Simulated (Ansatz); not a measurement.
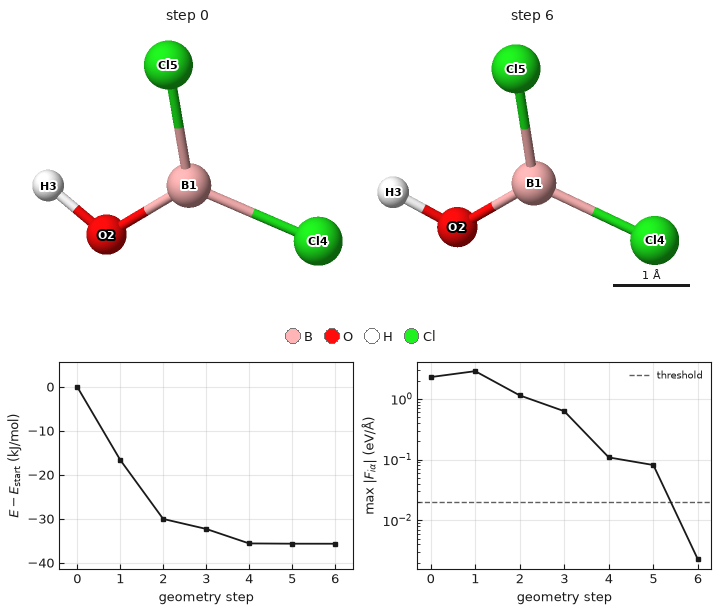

First and last geometry of a relaxation of BHOCl$_{2}$, with the history of the run. The picture is a ball-and-stick view, seen at a tilt.

The run prepares the start of a later molecular dynamics calculation, from a guessed geometry.

These are results of RKS B3LYP/def2-SVPD (Ansatz 0.2.0), not measurements. Settings: no spin polarisation; force threshold 0.02 eV/Å; at most 40 steps.

> Read the history and describe the run.

It converged. The atom that moves furthest after the best rigid fit is O2 (0.14 Å). Largest moves by element: O 0.14 Å, H 0.12 Å, Cl 0.12 Å, B 0.04 Å. Among the contacts that change: B1–Cl4 1.860 → 1.764 Å, B1–Cl5 1.860 → 1.780 Å, B1–O2 1.410 → 1.341 Å, O2–H3 1.010 → 0.965 Å. Among the angles between lasting bonds that change: B1–O2–H3 109.5° → 115.1°. Over 6 geometry steps the energy falls by 35.7 kJ/mol. Largest force component: 2.3 eV/Å at the start, 0.0023 eV/Å at the end. Cost: 15 s on 4 threads of Arm Neoverse N1 (shared host), peak memory 0.22 GiB.

| step | E − E(0), kJ/mol | largest force component, eV/Å |
| --- | --- | --- |
| 0 | 0.00 | 2.2816 |
| 1 | -16.60 | 2.8568 |
| 2 | -30.02 | 1.1397 |
| 3 | -32.29 | 0.6259 |
| 4 | -35.59 | 0.1085 |
| 5 | -35.65 | 0.0813 |
| 6 | -35.66 | 0.0023 |
